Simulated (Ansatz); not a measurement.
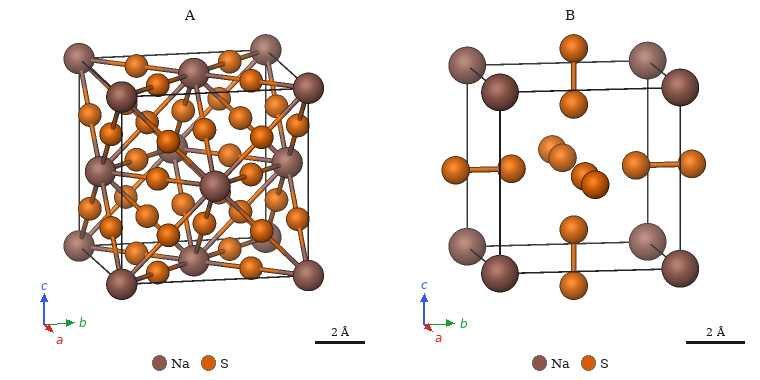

Two structures of NaS6, each relaxed to rest (conventional cells in solid outline, small ones repeated, not to one scale). Method: DFT PBE, scalar-relativistic, plane waves, PAW (Ansatz 0.2.0), without spin polarisation.

**Identify the two structures.**

A: 28 atoms a cell on a face-centred cubic lattice, Fm-3m. B: 7 atoms a cell on a primitive cubic lattice, Pm-3m.

**Which is the more stable form at this level of theory?**

B is lower, by 335 meV/atom at this level of theory (energies at zero smearing). Volumes: A 18.1, B 36.3 Å³/atom.

One or both may be structure types tried for this composition rather than known phases.
